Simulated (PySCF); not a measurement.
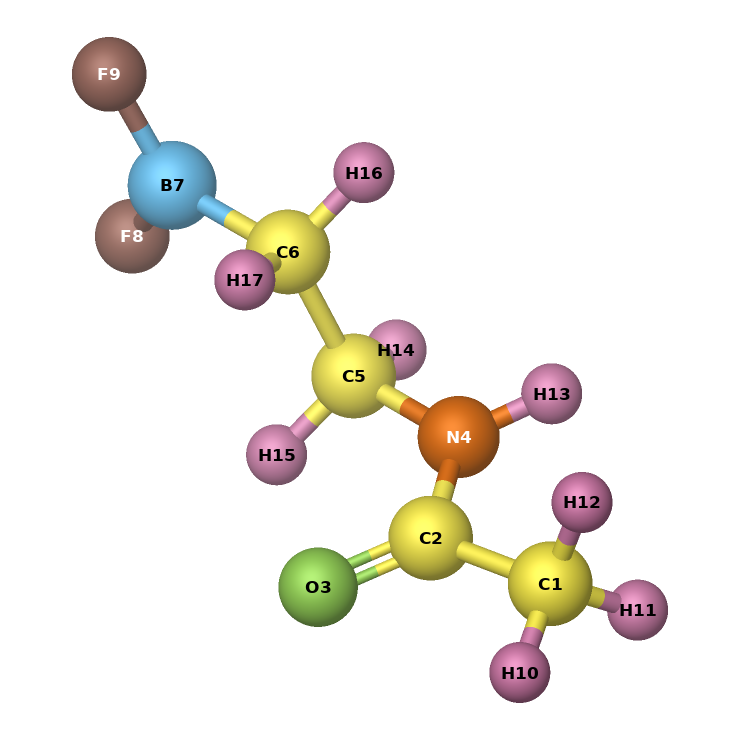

The computed structure is the end point of a PBE0-D3(BJ)/def2-SVP optimisation. No frequency run is at hand to confirm it as a minimum. Properties computed with B3LYP/pcJ-1 indirect spin-spin coupling, non-relativistic, gas phase (PySCF 2.14.0). Isotopes: 11B, 13C, 19F, 1H, 15N, 17O.

Give the spin–spin coupling constants of these pairs, with the number of bonds between them: C6/B7, C5/B7, C6/F9, B7/H17, F8/F9, F8/H17.

| pair | bonds apart | J (Hz) |
| --- | --- | --- |
| C6, B7 | 1 | 79.8 |
| C5, B7 | 2 | 0.7 |
| C6, F9 | 2 | 24.9 |
| B7, H17 | 2 | −7.9 |
| F8, F9 | 2 | −218.6 |
| F8, H17 | 3 | 7.4 |

Density functionals are unreliable for couplings to fluorine, so those rows may be far off.
